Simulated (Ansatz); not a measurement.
## Electronic structure of CH2BrF3Si (SMILES FC[Si](F)(F)Br) in real space

Input file:

```
crystal:
  periodic: [false, false, false]
  atoms:
    - symbol: C
      position_ang: [-0.938038, -2.014003, 1.288559]
    - symbol: Br
      position_ang: [-1.907818, 0.826045, -0.250877]
    - symbol: F
      position_ang: [-1.920631, -1.787222, 2.219019]
    - symbol: F
      position_ang: [0.777495, -0.737629, -0.545441]
    - symbol: F
      position_ang: [0.458306, 0.458745, 1.722226]
    - symbol: Si
      position_ang: [-0.304866, -0.393568, 0.594419]
    - symbol: H
      position_ang: [-1.334163, -2.640988, 0.470019]
    - symbol: H
      position_ang: [-0.102463, -2.568002, 1.753992]
basis:
  gaussian:
    orbitals: def2-SVPD
hamiltonian:
  xc: {name: PBE0}
output:
  forces: true
  orbitals: {seedname: orbitals}
```

Run with:

```sh
ansatz run input.yaml --threads 2 --pin off --max-ram 4350MiB --events-out events.jsonl --progress --plain --runs-dir runs
```

Geometry: PBE0-D3(BJ)/def2-SVP.

Method: Ansatz 0.2.0, isolated molecule in a Gaussian basis; Kohn-Sham density functional theory, functional PBE0.

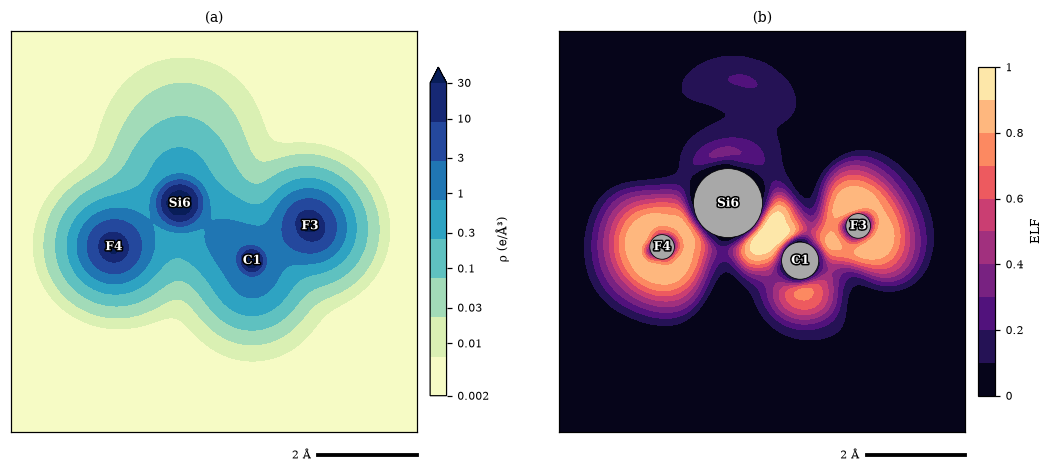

Figure 1. (a) total electron density; (b) ELF on the plane of atoms F3, C1 and Si6. Grey discs cover the atomic cores in the ELF map.

**Interpret the plot.**

The section cuts through C, F and Si sites.
C–F (1.37 Å): ρ is about 2.1 e/Å³ halfway, with its minimum of 1.6 e/Å³ about 0.5 Å from C; the ELF peaks at about 0.85 between the atoms: a polar covalent bond.
Si–F (1.61 Å): the density is about 1.1 e/Å³ at the midpoint; the ELF peaks at about 0.85 in the valence shell of F, 0.6 Å from its nucleus, and is about 0.45 at the midpoint.
C–Si (1.87 Å): ρ at the midpoint is about 1 e/Å³; the ELF peaks at about 1 between the atoms; a shared electron pair.
The ELF also peaks beside F4 and F3, away from the bonds: lone-pair regions.

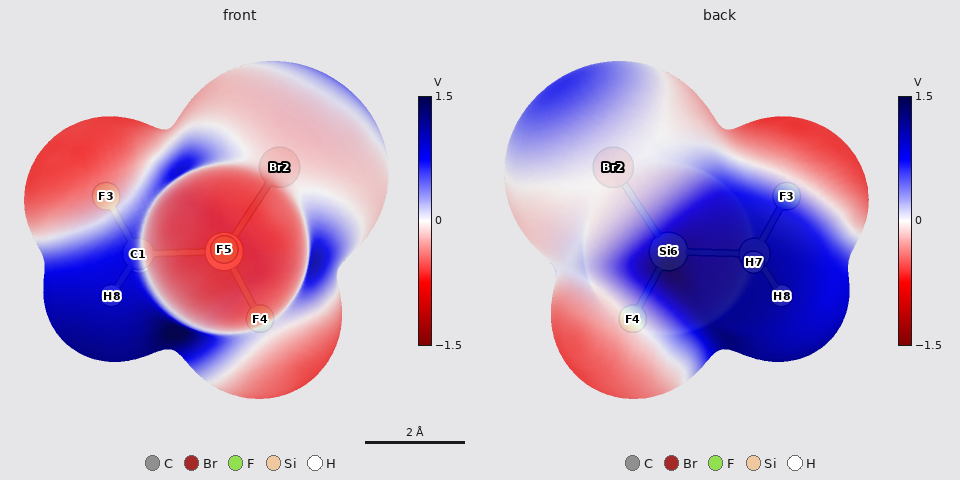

Figure 2. The molecular electrostatic potential painted on the density surface at 0.001 e/bohr³, seen from the front and from behind; red is negative and blue positive.

**Where is the surface potential most negative and most positive?**

The most negative region (about −0.6 V, or −14 kcal/mol for a unit charge) lies over F3 and F5, the most positive (about +1.4 V, or +32 kcal/mol for a unit charge) over Si6. Br2 shows a σ-hole: about +0.6 V, or +14 kcal/mol for a unit charge at the tip opposite its bond, against about −0.1 V on its flanks.

**How polar is the molecule by this calculation?**

Its dipole moment is 1.67 D.

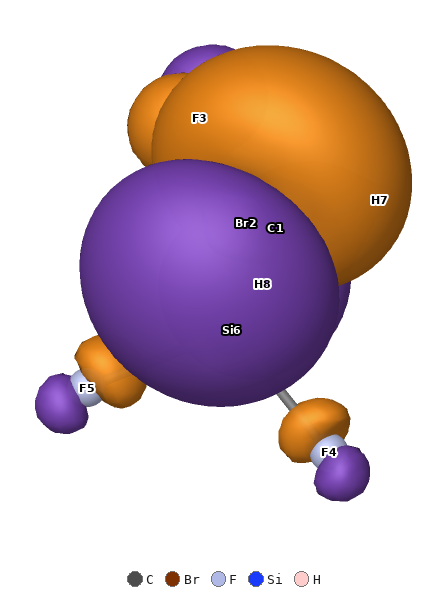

Figure 3. One frontier orbital at ±0.08 Å⁻³ᐟ² (orange and purple are the two phases), seen at an oblique angle.

**Which orbital is it: HOMO or LUMO?**

The HOMO, at −9.23 eV. By Hirshfeld shares it lies mainly on Br2 (about 70 %), C1 (about 10 %) and Si6 (about 10 %); largely a lone pair of Br2.
